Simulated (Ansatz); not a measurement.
**CH6BFSi (SMILES B[SiH2]CF): density, localisation and related maps**

Input file:

```
crystal:
  periodic: [false, false, false]
  atoms:
    - {symbol: B, position_ang: [-1.700868, 0.681748, -0.301071]}
    - {symbol: Si, position_ang: [-0.119680, -0.553841, -0.431921]}
    - {symbol: C, position_ang: [1.348680, 0.024832, 0.621749]}
    - {symbol: F, position_ang: [2.425701, -0.848509, 0.514486]}
    - {symbol: H, position_ang: [-2.690242, 0.436408, -0.926376]}
    - {symbol: H, position_ang: [-1.714791, 1.665645, 0.379346]}
    - {symbol: H, position_ang: [0.311302, -0.651088, -1.856429]}
    - {symbol: H, position_ang: [-0.531819, -1.916278, 0.014454]}
    - {symbol: H, position_ang: [1.685978, 1.019574, 0.309545]}
    - {symbol: H, position_ang: [1.068638, 0.090308, 1.679120]}
basis:
  gaussian: {orbitals: def2-TZVPP}
hamiltonian: {xc: pbe0, dispersion: d4}
output: {orbitals: {seedname: orbitals}}
```

Command:

```sh
ansatz run in.yaml --threads 2 --pin off --events-out ev --progress --plain --max-ram 4352MiB
```

Geometry: PBE0-D4/def2-TZVP.

All numbers below come from Ansatz 0.2.0, RKS PBE0-D4/def2-TZVPP.

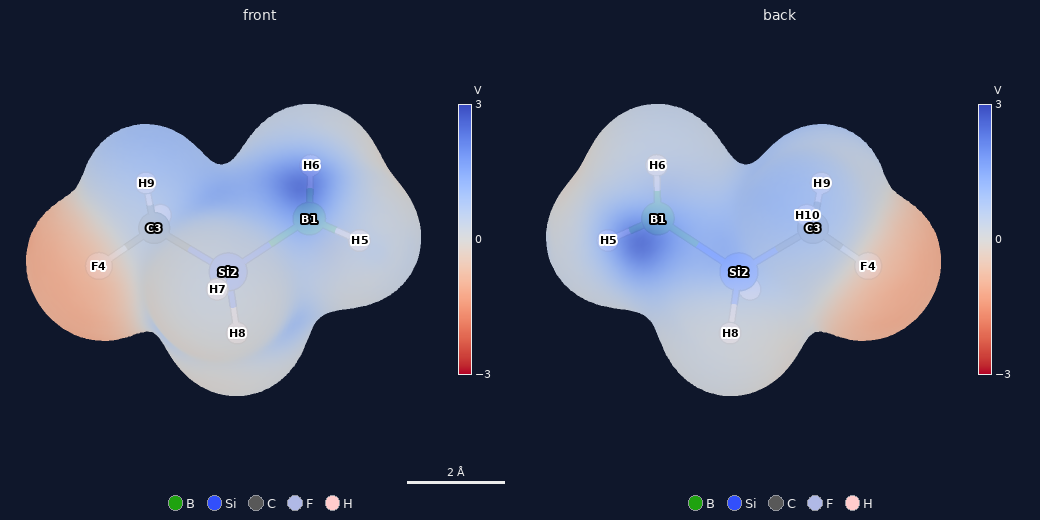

Figure 1. The electrostatic potential painted on the density surface at 0.002 e/bohr³, seen from the front and from behind; red is negative and blue positive.

> Which sites attract a positive test charge, and which a negative one?

A positive charge is drawn to the negative regions and a negative charge to the positive ones. The most negative region (about −1.1 V) lies over F4, the most positive (about +2.2 V) over B1.

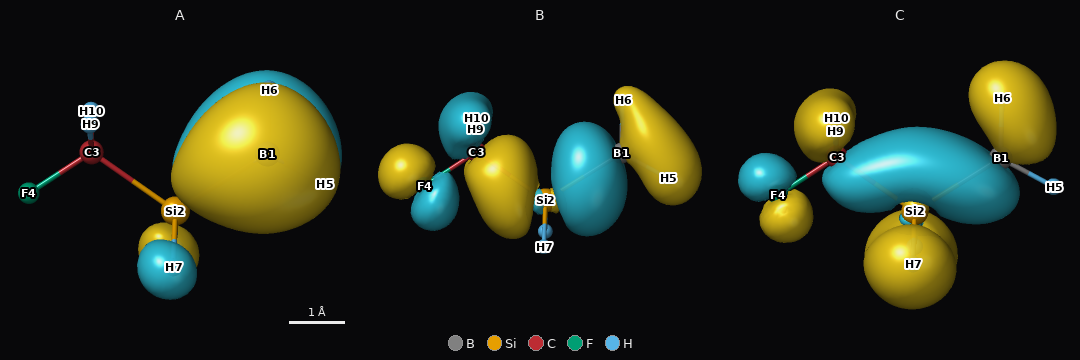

Figure 2. Three frontier orbitals at ±0.1 Å⁻³ᐟ² (yellow and cyan are the two phases), in no order.

> Order the three orbitals by energy and name them.

C is the HOMO−1 (−8.83 eV). By Hirshfeld shares it lies mainly on Si2 (about 30 %), B1 (about 15 %), C3 (about 15 %), H8 (about 10 %), H7 (about 10 %) and F4 (about 10 %). B is the HOMO (−8.31 eV). It lies mainly on Si2 (about 25 %), B1 (about 20 %), C3 (about 20 %), F4 (about 20 %) and H5 (about 5 %). A is the LUMO (−2.62 eV). It lies mainly on B1 (about 65 %), Si2 (about 15 %), H6 (about 5 %) and H5 (about 5 %).

> What is the HOMO–LUMO gap?

5.69 eV between the orbital energies.

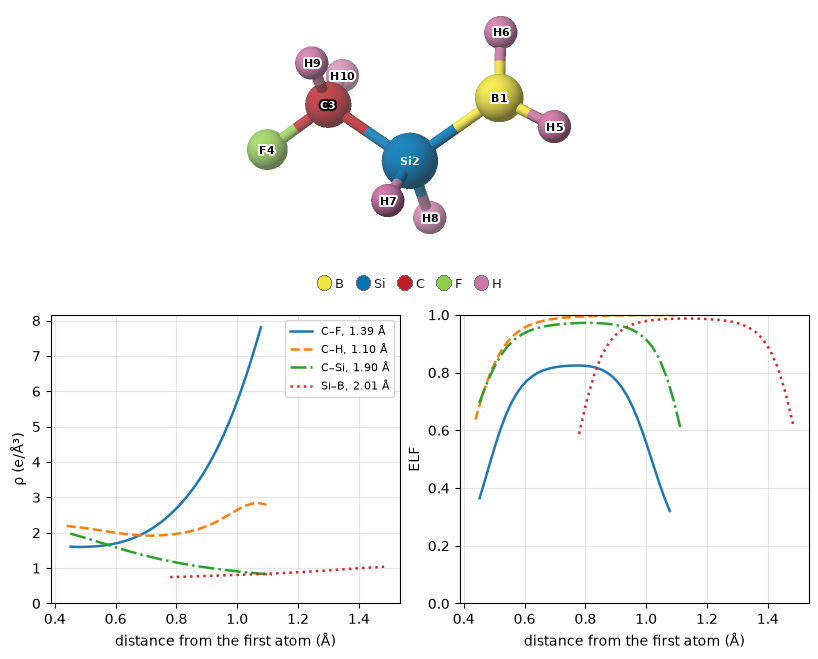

Figure 3. Electron density and electron localisation function along straight lines between neighbouring atoms. The curves leave out the atomic cores. The structure is drawn too.

> Compare the contacts.

C–F (1.39 Å): ρ at the midpoint is about 2 e/Å³, with its minimum of 1.6 e/Å³ about 0.5 Å from C; the ELF peaks at about 0.80 between the atoms; a polar covalent bond.
C–H (1.10 Å): the density is about 2.1 e/Å³ at the midpoint; the ELF climbs to about 1 towards the hydrogen, as it does in any bond to H (a covalent bond by its length).
C–Si (1.90 Å): ρ at the midpoint is about 0.96 e/Å³; the ELF peaks at about 1 between the atoms; localised, covalent bonding.
Si–B (2.01 Å): the density is about 0.81 e/Å³ at the midpoint; the ELF peaks at about 1 between the atoms (a covalent bond).
